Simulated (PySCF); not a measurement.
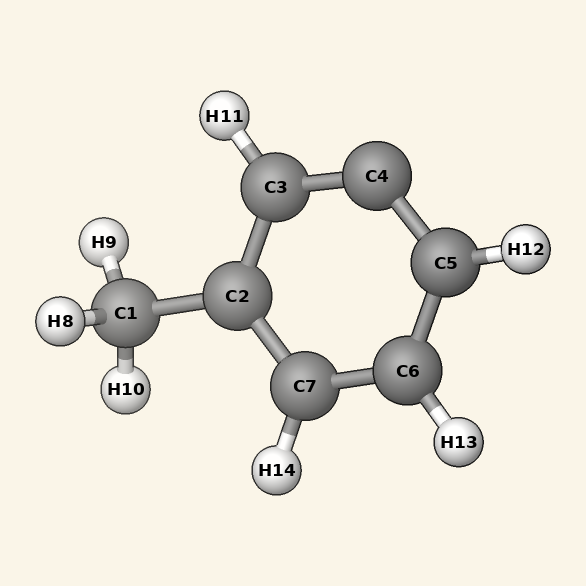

The species is neutral and a spin doublet. The geometry was computed by an optimisation with GFN2-xTB. No frequency run is at hand to confirm it as a minimum. Properties computed with UKS B3LYP, pcH-1 on C H, non-relativistic (PySCF 2.14.0).

Give the isotropic hyperfine couplings (Fermi-contact term alone) of C1, C2, C3, C4, C5, C6, C7, H8, H9, H10, H11, H12, H13, H14.

| atom | isotope | a_iso (MHz) |
| --- | --- | --- |
| C1 | 13C | 4.4 |
| C2 | 13C | 46.5 |
| C3 | 13C | 13.7 |
| C4 | 13C | 393.5 |
| C5 | 13C | 14.0 |
| C6 | 13C | 50.0 |
| C7 | 13C | −7.3 |
| H8 | 1H | 2.3 |
| H9 | 1H | 0.7 |
| H10 | 1H | 4.0 |
| H11 | 1H | 57.8 |
| H12 | 1H | 55.4 |
| H13 | 1H | 16.3 |
| H14 | 1H | 6.1 |
